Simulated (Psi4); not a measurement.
**[SiH3]− (SMILES [SiH3-]): UHF-D3(BJ)/def2-SVP (sfX2C, density fitting)**

What is the electrostatic solvation energy at fixed shape (ddCOSMO, ethanol) of [SiH3]− at UHF-D3(BJ)/def2-SVP (sfX2C, density fitting)? 

Program for the calculation: Psi4 1.11.

### 1 The molecule

The species is [SiH3]− (4 atoms), meant as a singlet with charge -1. SMILES: `[SiH3-]`. Geometry: relaxed at PBE0-D4/def2-TZVPD.

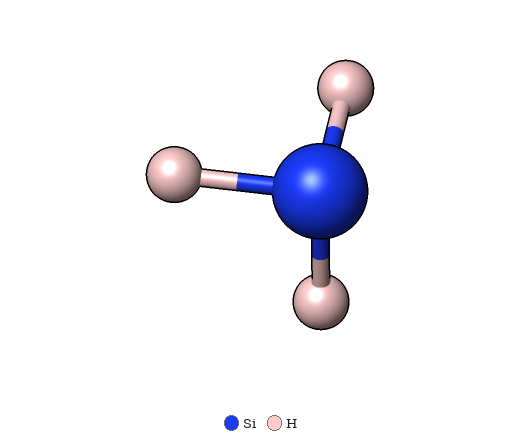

The structure, seen from a chosen angle (silicon blue, hydrogen pink).

### 2 Energy and one-electron properties at UHF-D3(BJ)/def2-SVP (sfX2C, density fitting)

Contents of calc.py:

```python
import psi4

psi4.set_memory(1600000000)
psi4.set_num_threads(1)
psi4.core.set_output_file('h3si.out', False)

geom = psi4.geometry("""
-1 1
Si     1.01988519    -0.09580911    -0.56861859
H      0.80615716     1.17597657     2.05205360
H     -0.56408325    -2.42584143     0.20182275
H     -1.26195911     1.34586295    -1.68525776
units au
symmetry c1
""")

psi4.set_options({
    'reference': 'uhf',
    'scf_type': 'mem_df',
    'relativistic': 'x2c',
})

E, wfn = psi4.energy("hf-d3bj2b/def2-SVP", return_wfn=True)
psi4.oeprop(wfn, "MULLIKEN_CHARGES", "WIBERG_LOWDIN_INDICES", "LOWDIN_CHARGES", "MULTIPOLE(3)")
print(f'hf-d3bj2b/def2-SVP energy: {E:.10f} Eh')
for k, v in sorted(psi4.core.scalar_variables().items()):
    print(f'{k:45s} {v:18.10f}')
```

The run is started by

```
$ python calc.py
```

h3si.out, shortened:

```text
[...]
  Running in c1 symmetry.
[...]
  Nuclear repulsion =   15.080983667835309
[...]
  Multiplicity = 1
[...]
  Nalpha       = 9
  Nbeta        = 9
[...]
    Number of basis functions: 33
[...]
    WARNING: The X2C and Dirac Hamiltonians have substatially different eigenvalues!
             This is probably caused by the recontraction of the basis set.
[...]
   @DF-UHF iter   1:  -291.05292945492016   -5.34834e-01   5.76211e-03 ADIIS/DIIS
[...]
   @DF-UHF iter   6:  -291.09405363063911   -6.88455e-08   8.53229e-07 DIIS
[...]
   @S^2 Observed:                1.776356839E-14
[...]
    Orbital Energies [Eh]
    ---------------------
    Alpha Occupied:
       1A    -68.667498     2A     -5.880992     3A     -3.964351
       4A     -3.964351     5A     -3.962900     6A     -0.440485
       7A     -0.204961     8A     -0.204943     9A     -0.055624
    Alpha Virtual:
      10A      0.387918    11A      0.387929    12A      0.459907
      13A      0.600029    14A      0.707516    15A      0.707531
      16A      0.810307    17A      0.899652    18A      0.899653
      19A      0.930006    20A      0.949741    21A      0.949750
      22A      1.104851    23A      1.356883    24A      1.356934
      25A      1.915901    26A      1.971261    27A      1.971266
[...]
  @DF-UHF Final Energy:  -291.09405363063911
   => Energetics <=
    Nuclear Repulsion Energy =             15.0809836678353086
    One-Electron Energy =                -437.6255409501671920
    Two-Electron Energy =                 131.4666766129437860
    Total Energy =                       -291.0940536306391095
  UHF NO Occupations:
  HONO-2 :    7  A 2.0000000
  HONO-1 :    8  A 2.0000000
[...]
 Multipole Moments:
 ------------------------------------------------------------------------------------
     Multipole            Electronic (a.u.)      Nuclear  (a.u.)        Total (a.u.)
 ------------------------------------------------------------------------------------
 L = 1.  Multiply by 2.5417464519 to convert [e a0] to [Debye]
 Dipole X            :          1.8654170           -1.8248966            0.0405205
 Dipole Y            :         -0.1753362            0.1715173           -0.0038189
 Dipole Z            :         -1.0398680            1.0174382           -0.0224298
 Magnitude           :                                                    0.0464714
 L = 2.  Multiply by 1.3450342976 to convert [e a0^2] to [Debye ang]
 Quadrupole XX       :        -25.0606272            6.9783664          -18.0822607
 Quadrupole XY       :         -0.0471961            0.2028101            0.1556141
[...]
  Mulliken Charges: (a.u.)
   Center  Symbol    Alpha    Beta     Spin     Total
       1    SI     7.04296  7.04296  0.00000 -0.08592
       2     H     0.65234  0.65234  0.00000 -0.30468
       3     H     0.65235  0.65235  0.00000 -0.30469
       4     H     0.65235  0.65235  0.00000 -0.30470
   Total alpha =  9.00000, Total beta =  9.00000, Total charge = -1.00000
  Lowdin Charges: (a.u.)
   Center  Symbol    Alpha    Beta     Spin     Total
       1    SI     7.18345  7.18345  0.00000 -0.36689
       2     H     0.60551  0.60551  0.00000 -0.21103
[...]
```

Standard output:

```text
hf-d3bj2b/def2-SVP energy: -291.0940536306 Eh
CURRENT ENERGY                                   -291.0940536306
CURRENT REFERENCE ENERGY                         -291.0940536306
DD SOLVATION ENERGY                                 0.0000000000
DISPERSION CORRECTION ENERGY                       -0.0161729613
HF KINETIC ENERGY                                 288.4228826286
HF POTENTIAL ENERGY                              -579.5169362593
HF TOTAL ENERGY                                  -291.0778806694
HF VIRIAL RATIO                                     2.0092613006
HF-D3(BJ) DISPERSION CORRECTION ENERGY             -0.0161729613
NUCLEAR REPULSION ENERGY                           15.0809836678
ONE-ELECTRON ENERGY                              -437.6255409502
PCM POLARIZATION ENERGY                             0.0000000000
PE ENERGY                                           0.0000000000
SCF ITERATION ENERGY                             -291.0940536306
SCF ITERATIONS                                      6.0000000000
SCF TOTAL ENERGY                                 -291.0940536306
TWO-ELECTRON ENERGY                               131.4666766129
```

Wall time 3.3 s (1 thread of AMD EPYC 7B13 (Zen 3), shared host); peak memory 0.19 GiB.

Atomic charges (e):

| atom | Löwdin | Mulliken |
| --- | --- | --- |
| Si1 | -0.367 | -0.086 |
| H2 | -0.211 | -0.305 |
| H3 | -0.211 | -0.305 |
| H4 | -0.211 | -0.305 |

### 3 Energy and one-electron properties at UHF-D3(BJ)/def2-SVP (sfX2C, density fitting, ddCOSMO ethanol)

Contents of calc.dat:

```
memory 1.6 GB

molecule mol {
  -1 1
  Si     0.539700    -0.050700    -0.300900
  H      0.426600     0.622300     1.085900
  H     -0.298500    -1.283700     0.106800
  H     -0.667800     0.712200    -0.891800
  symmetry c1
}

set {
  basis def2-SVP
  reference uhf
  scf_type mem_df
  relativistic x2c
  ddx true
  ddx_model cosmo
  ddx_solvent ethanol
  ddx_radii_set bondi
}

energy_value, wavefunction = energy("hf-d3bj2b", return_wfn=True)
oeprop(wavefunction, "MULLIKEN_CHARGES", "WIBERG_LOWDIN_INDICES", "LOWDIN_CHARGES", "MULTIPOLE(3)", title="HF-D3BJ2B")
```

The run is started by

```
$ psi4 -i calc.dat -o calc.out -n 1
```

calc.out, shortened:

```text
[...]
  Running in c1 symmetry.
[...]
  Nuclear repulsion =   15.080983681715599
[...]
  Multiplicity = 1
[...]
  Nalpha       = 9
  Nbeta        = 9
[...]
    Number of basis functions: 33
[...]
   @DF-UHF iter   1:  -291.15121750642567   -6.33197e-01   5.65004e-03 DIIS/ADIIS
[...]
   @DF-UHF iter   7:  -291.19143044691771   -2.76273e-08   5.95865e-07 DIIS
[...]
   @S^2 Observed:               -1.421085472E-14
[...]
  @DF-UHF Final Energy:  -291.19143044691771
   => Energetics <=
    Nuclear Repulsion Energy =             15.0809836817155993
    One-Electron Energy =                -437.6367521016252908
    Two-Electron Energy =                 131.4779646116156187
    DD Solvation Energy =                 -0.0974536773680320
    Total Energy =                       -291.1914304469177068
  UHF NO Occupations:
  HONO-2 :    7  A 2.0000000
[...]
 Multipole Moments:
 ------------------------------------------------------------------------------------
     Multipole            Electronic (a.u.)      Nuclear  (a.u.)        Total (a.u.)
 ------------------------------------------------------------------------------------
 L = 1.  Multiply by 2.5417464519 to convert [e a0] to [Debye]
 Dipole X            :          1.8776756           -1.8248965            0.0527790
 Dipole Y            :         -0.1729118            0.1715173           -0.0013945
 Dipole Z            :         -1.0458131            1.0174382           -0.0283750
 Magnitude           :                                                    0.0599392
 L = 2.  Multiply by 1.3450342976 to convert [e a0^2] to [Debye ang]
 Quadrupole XX       :        -25.0809051            6.9783664          -18.1025387
 Quadrupole XY       :         -0.0333118            0.2028101            0.1694983
[...]
  Mulliken Charges: (a.u.)
   Center  Symbol    Alpha    Beta     Spin     Total
       1    SI     7.04759  7.04759  0.00000 -0.09519
       2     H     0.65137  0.65137  0.00000 -0.30275
       3     H     0.64987  0.64987  0.00000 -0.29973
       4     H     0.65117  0.65117  0.00000 -0.30233
   Total alpha =  9.00000, Total beta =  9.00000, Total charge = -1.00000
  Lowdin Charges: (a.u.)
   Center  Symbol    Alpha    Beta     Spin     Total
       1    SI     7.18250  7.18250  0.00000 -0.36500
       2     H     0.60596  0.60596  0.00000 -0.21192
[...]
```

Wall time 4.2 s (1 thread of AMD EPYC 7B13 (Zen 3), shared host); peak memory 0.21 GiB.

Atomic charges (e):

| atom | Löwdin | Mulliken |
| --- | --- | --- |
| Si1 | -0.365 | -0.095 |
| H2 | -0.212 | -0.303 |
| H3 | -0.211 | -0.300 |
| H4 | -0.212 | -0.302 |

### 4 Summary of results

Level: UHF-D3(BJ)/def2-SVP (sfX2C, density fitting).

| quantity | value |
| --- | --- |
| gas phase: total energy | -291.09405 Eh |
| gas phase: HOMO energy | -1.51 eV |
| gas phase: LUMO energy | 10.56 eV |
| gas phase: HOMO–LUMO gap (to an unbound level, set by the basis) | 12.07 eV |
| gas phase: dispersion energy | -42.46 kJ/mol |
| ddCOSMO, ethanol: total energy | -291.19143 Eh |
| ddCOSMO, ethanol: HOMO energy | -6.84 eV |
| ddCOSMO, ethanol: LUMO energy | 5.38 eV |
| ddCOSMO, ethanol: HOMO–LUMO gap (to an unbound level, set by the basis) | 12.22 eV |
| ddCOSMO, ethanol: dispersion energy | -42.46 kJ/mol |
| ddCOSMO, ethanol: solvent term in the energy | -255.9 kJ/mol |
| energy change from gas to solvent at fixed shape | -2.650 eV |

In words: The solvent model (ddCOSMO, ethanol) lowers the energy by 2.65 eV (−61 kcal/mol) at the same shape. It holds the electrostatic part alone, without cavity or dispersion terms. Mulliken charges (ddCOSMO, ethanol) run from -0.30 on H2 to -0.10 on Si1; they depend strongly on the basis.
